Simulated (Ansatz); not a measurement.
Frozen-phonon scan for LiNbO3 (space group R-3c)

LiNbO₃ (space group R-3c)

```yaml
crystal:
  lattice:
    - [2.56213, 1.47925, 4.51823]
    - [-2.56213, 1.47925, 4.51823]
    - [0.00000, -2.95850, 4.51823]
  atoms:
    - { symbol: Li, position: [0.75000, 0.75000, 0.75000] }
    - { symbol: Li, position: [0.25000, 0.25000, 0.25000] }
    - { symbol: Nb, position: [0.00000, 0.00000, 0.00000] }
    - { symbol: Nb, position: [0.50000, 0.50000, 0.50000] }
    - { symbol: O, position: [0.62539, 0.87461, 0.25000] }
    - { symbol: O, position: [0.37461, 0.12539, 0.75000] }
    - { symbol: O, position: [0.25000, 0.62539, 0.87461] }
    - { symbol: O, position: [0.75000, 0.37461, 0.12539] }
    - { symbol: O, position: [0.87461, 0.25000, 0.62539] }
    - { symbol: O, position: [0.12539, 0.75000, 0.37461] }
```

A phonon eigenvector at Γ is frozen into this cell: atom i moves by Q times the vector below, so Q is the largest atomic displacement, in Å. The cell is held.

```tsv
atom	x	y	z
Li1	0.000	0.000	1.000
Li2	0.000	0.000	-1.000
O5	0.000	0.062	-0.083
O6	0.000	-0.062	0.083
O7	-0.054	-0.031	-0.083
O8	0.054	0.031	0.083
O9	0.054	-0.031	-0.083
O10	-0.054	0.031	0.083
```

Atoms not listed stay in place.

The numbers are results of LDA (plane waves to 420 eV, PAW, scalar-relativistic; Ansatz, a quantum-chemistry and plane-wave program), not measurements. k mesh 8×8×8 (Γ-centred), fixed occupations. LiNbO3 is run without spin polarisation. LiNbO3 was relaxed with its symmetry unable to fall. This is one of several known forms of LiNbO3; the measured ambient cells at hand have space group No. 161. The zero of ΔE is the undisplaced structure.

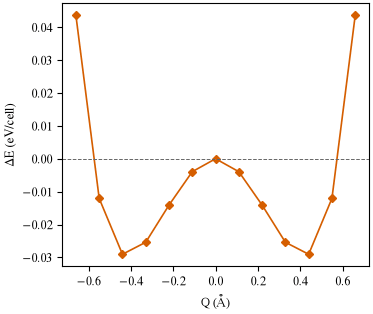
ΔE (eV/cell) against Q (Å); markers are the computed points, lines only join them.

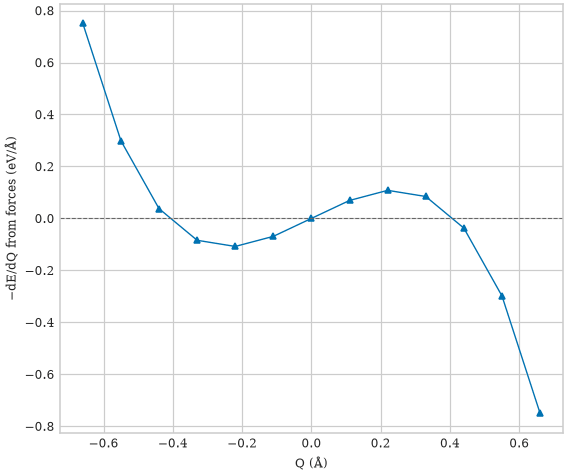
*−dE/dQ from forces (eV/Å) against Q (Å); markers are the computed points, lines only join them.*

The depth of the well (fit) is 29.5 meV/cell, cell held fixed and the position of the deepest minimum (fit) comes out as 0.42 Å from zero. Shape of the curve: a double well: the undisplaced structure is a maximum between two minima. Wavenumber by perturbation theory (DFPT, on another k mesh): 111i cm⁻¹. Harmonic wavenumber from the curvature (finite differences): 111i cm⁻¹.

E″ = -0.67 eV/Å², M = Σ mᵢ|uᵢ|² = 14.9 u, ν̃ = 521.5·√(|E″|/M), imaginary since E″ < 0.

(A displaced cell: forces are minus the slopes of the energy, force constants its curvatures, and phonons follow from these.)
